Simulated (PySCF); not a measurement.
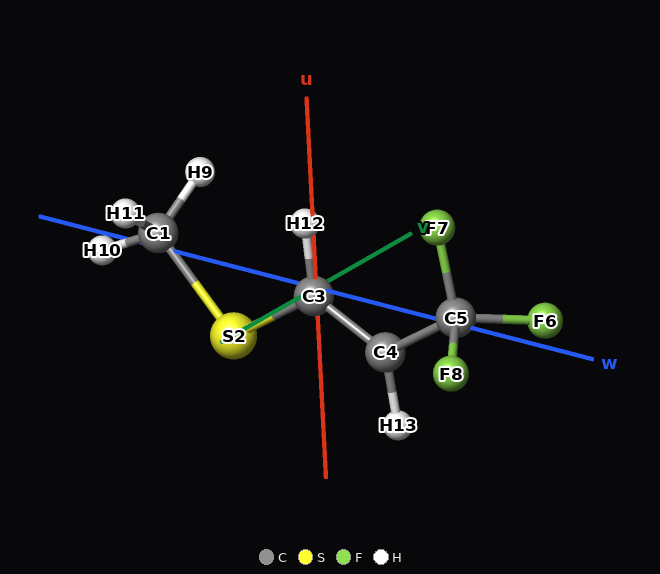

The lines u, v and w are the principal axes of the g tensor. State: charge +1, doublet. The computed structure is the end point of a GFN2-xTB optimisation. No frequency run is at hand to confirm it as a minimum. Properties computed with UKS B3LYP, pcH-1 on C F H S, non-relativistic, mean-field spin-orbit, GIAO (PySCF 2.14.0).

Question: Along which axis does g lie farthest from the free-electron value?

Answer: Along w (close to the long direction C1···F6): the shift is 18164 ppm.

Give the principal values and shifts.

```csv
axis,g,shift (ppm)
u,2.01074,8421
v,2.00241,95
w,2.02048,18164
```
